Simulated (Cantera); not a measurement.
Feed: 1 mol c-C₄F₈, a varied amount of H₂, equilibrated at 1875 °C and 413 Torr.

Cantera equilibrium calculation (NASA polynomials, part measured and part estimated; ideal gas, pure solids and liquids). Candidate condensed phases: C, C₆H₆, C₇H₈, C₈H₁₈; 95 gas species. The feed counts by its element totals alone. The tables' values for C₂F₄ are old estimates; treat these amounts as uncertain. Gases not in the tables: C₂F₆ and larger saturated fluorocarbons. Equilibrium is a limit: real reactors are often held back by kinetics, nucleation or transport.

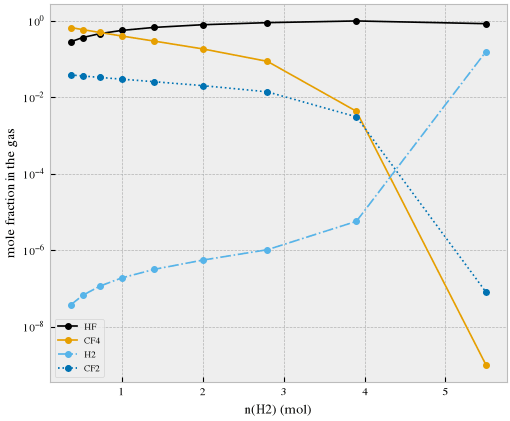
Fig. 1. Equilibrium gas composition (values under 1e-9 drawn at 1e-9)

Problem. Read off the mole fractions at 2 mol H₂.

Solution. HF about 0.79, CF₄ about 0.18, CF₂ about 0.020, H₂ about 5.5e-7.
